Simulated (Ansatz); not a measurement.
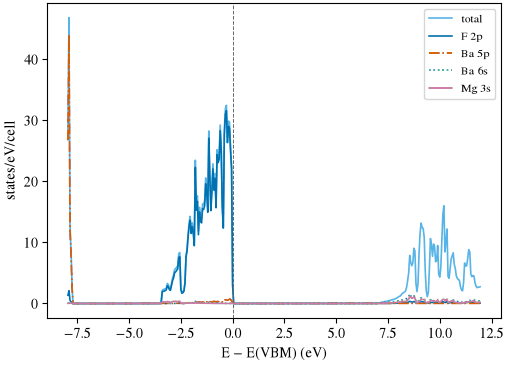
Total and projected density of states of BaMgF4 in space group Cmc2_1 (No. 36; Pearson symbol oS24), DFT-PBEsol in the program Ansatz with PAW potentials

### Question
Which orbitals carry the states next to the gap?

### Answer
Top 1 eV of the valence band: F 2p 97 %. Bottom 1 eV of the conduction band: Ba 6s 43 %, Mg 3s 21 %, F 2s 15 %, outside the projected shells 14 %. Projections are on Löwdin-orthogonalised atomic valence shells; empty p or d shells of many metals are not among them.

The first step of the workflow began from a Materials Project structure, measured or hypothetical; the Crystallography Open Database files this formula in space group No. 36, but the cells were not matched. Its standing as an ambient phase is unchecked. The PBEsol relaxation kept the symmetry of its start; whether a distortion lowers the energy is not shown. Scalar-relativistic: spin–orbit coupling is off unless named, which matters more the heavier the elements.

Potentials: the later of the program's two PAW sets.
